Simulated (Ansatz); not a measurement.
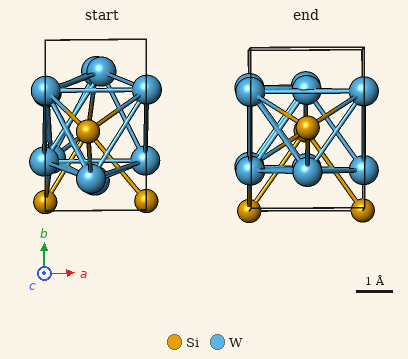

The structure of solid SiW4 (a generated structure, set up in P1) (coarse preliminary run) before (left) and after (right) a relaxation, at one scale.

Style: ball-and-stick. Shown: the cell of the calculation, along the c axis.

Theory: Ansatz 0.2.0, DFT PBE, scalar-relativistic, plane waves, PAW.

Input
```yaml
crystal:
  lattice:
    - [1.3973792775, -2.448697215, 0.0160482328]
    - [-4.115478156, -2.4044377301, -0.0476938301]
    - [-0.132441795, 0.000540864, -11.7946504143]
  atoms:
    - { symbol: Si, position: [0.4233365928, 0.4632738282, 0.0027706123] }
    - { symbol: Si, position: [1.0008199214, 1.0525497889, 1.0103068046] }
    - { symbol: W, position: [0.504012637, 0.8164288221, 0.1982563959] }
    - { symbol: W, position: [0.0586332461, 0.3050793918, 0.1804939324] }
    - { symbol: W, position: [0.556258463, 0.8128858174, 0.587562377] }
    - { symbol: W, position: [-0.0101814082, 0.2898280896, 0.586643744] }
    - { symbol: W, position: [0.0062605978, 0.7041798945, 0.7989660471] }
    - { symbol: W, position: [0.4536261904, 0.1860798604, 0.8244340492] }
    - { symbol: W, position: [0.0161126719, 0.6946906038, 0.3973071539] }
    - { symbol: W, position: [0.4911210879, 0.1750039034, 0.4132588836] }
basis:
  ecutwfc: 420
kpoints:
  mp_grid: { grid: [8, 4, 2] }
hamiltonian:
  xc: pbe
scf:
  occupations: { method: gaussian, width: 0.2 }
  lower_state_search: "off"
output:
  forces: true
  stress: true
  eigenvalues: true
relax:
  adjacent_minimum: "off"
  f_tol: 0.025
  max_steps: 60
  cell: { stress_tol: 0.25 }
```

Command:
```bash
ansatz run input.yaml --threads 1 --pin off --max-ram 2560MiB --backend cpu --events-out ev --progress --plain --runs-dir out
```

### Describe what moved and what it gained.

Over 6 accepted moves (7 points after the start) the energy falls by 577 meV per atom. Largest force component: 4 eV/Å at the start, 0.013 eV/Å at the end. Pressure: 9.73 GPa at the start and 0.08 GPa at the end. The SCF was repeated once at an unchanged geometry on a basis and grid sized afresh for the cell, which shifted the energy by 0.4 meV per atom at most. The largest move relative to the cell is that of W10, 0.40 Å roughly along [0 3 −1]. By element the largest moves are W 0.40 Å, Si 0.30 Å. The drawn cell changes as follows: a 2.819 → 3.167 Å (+12.3 %), b 4.767 → 4.485 Å (−5.9 %), c 11.795 → 11.106 Å (−5.8 %), α 88.9° → 88.1°, β 90.6° → 90.0°, γ 89.4° → 90.0°; the volume changes by −0.5 %. Among the contacts that change: W5–W8 4.065 → 3.170 Å, W3–W10 3.934 → 3.170 Å, W4–W9 3.839 → 3.170 Å, W5–W10 3.709 → 3.170 Å. The space group (tolerance 0.01 Å) goes from P1 (No. 1) to C2/m (No. 12).
